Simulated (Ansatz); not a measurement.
Dissociation curve of MgH, doublet.

Computed with: UHF/cc-pVDZ (Ansatz, an electronic-structure program); FCI = full CI/cc-pVDZ, frozen core in Ansatz; UCCSD = Ansatz with CCSD on UHF/cc-pVDZ, frozen core.

Energies are in mEh, each relative to the lowest point of its own curve near equilibrium.

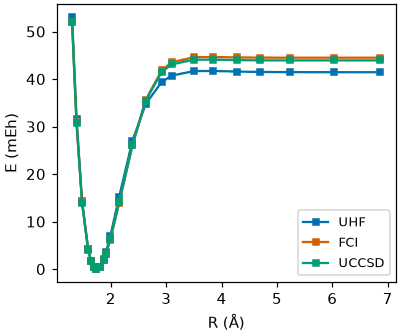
*Energy against bond length for each method.*

```tsv
R / Å	UHF	FCI	UCCSD
1.30	53.1	52.1	51.9
1.38	31.6	30.9	30.8
1.48	14.4	14.1	14.0
1.59	4.2	4.1	4.1
1.64	1.7	1.8	1.7
1.69	0.4	0.5	0.4
1.74	0.0	0.0	0.0
1.80	0.5	0.4	0.4
1.87	2.1	1.9	1.9
1.91	3.5	3.1	3.2
1.99	6.9	6.2	6.3
2.15	15.2	13.9	14.0
2.39	27.0	26.1	26.1
2.63	34.8	35.6	35.5
2.92	39.4	41.9	41.5
3.10	40.7	43.5	43.1
3.50	41.7	44.6	44.1
3.85	41.7	44.6	44.1
4.27	41.6	44.6	44.0
4.70	41.5	44.5	43.9
5.24	41.4	44.5	43.9
6.03	41.4	44.5	43.9
6.87	41.4	44.5	43.9
```

At the longest distance, 6.87 Å, FCI lies highest above its minimum (44.5 mEh) and UHF lowest (41.4 mEh).

The unrestricted determinant behind UHF, UCCSD is spin-contaminated at 2.39 to 3.10 Å (<S²> up to 0.9, against 0.75 for a pure doublet).
